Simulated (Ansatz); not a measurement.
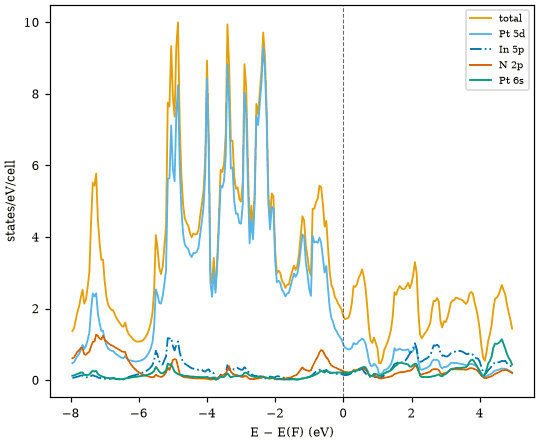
Total and projected density of states of InPt3N (anti-perovskite, Pm-3m), r²SCAN in the plane-wave PAW code Ansatz

Q: Which orbitals carry the states next to the Fermi level?

A: Within 0.5 eV of the Fermi level: Pt 5d 54 %, N 2p 13 %, In 5s 13 %, Pt 6s 9 %, In 5p 8 %. Projections are on Löwdin-orthogonalised atomic valence shells; empty p or d shells of many metals are not among them.

Q: Where is the tallest occupied peak in this window, and what makes it?

A: Near -4.8 eV, about 10.0 states/eV per cell; the largest projected share is Pt 5d.

The start of the workflow was typed in or built on a structure type; neither database checked (COD, Materials Project) lists it. Its standing as an ambient phase is unchecked. The cell was relaxed with r²SCAN under the symmetry of its start; its stability against distortions is not shown here. No spin polarisation was allowed. The volume moved by 17 % from the start of the relaxation. Its formation energy is positive at this level, so the cell may be metastable or incomplete. Scalar-relativistic: spin–orbit coupling is off unless named, which matters more the heavier the elements.

Potentials: the earlier of the program's two PAW sets. The files were generated under PBE; for other functionals the program regenerates the frozen cores, and for LDA and PBEsol the local potential too.
